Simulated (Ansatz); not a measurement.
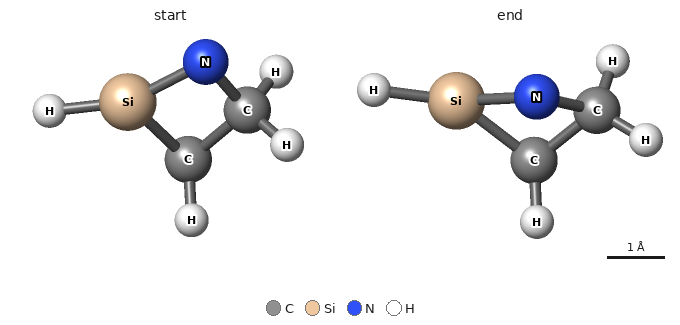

The structure of C₂H₄NSi (charge +1) before (left) and after (right) a relaxation, at one scale.

The picture is a ball-and-stick view, seen from a free direction.

The run prepares an end point of a later path (hydrogen shift) calculation, from a guessed geometry.

Computed with RKS B3LYP/cc-pVDZ (Ansatz). (no spin polarisation; force threshold 0.02 eV/Å; at most 50 steps)

Question: Describe what moved and what it gained.

Answer: After 8 accepted moves (9 points after the start) the energy has fallen by 61.4 kcal/mol. Largest force component: 3.5 eV/Å at the start, 0.0079 eV/Å at the end. The line search rejected the trial step at point 8 of the run. The largest move after the best rigid fit is that of the N atom, 0.63 Å. By element the largest moves are N 0.63 Å, H 0.48 Å, Si 0.48 Å, C 0.27 Å. Among the contacts that change: C–N 2.463 → 1.852 Å, C–Si 2.167 → 2.489 Å, C–Si 1.909 → 1.809 Å, N–Si 1.632 → 1.706 Å. Among the angles between lasting bonds that change: C–Si–H 108.0° → 149.3°, C–C–N 107.9° → 76.8°, C–Si–N 87.8° → 63.5°. Groups turn about C–N by about 35°.
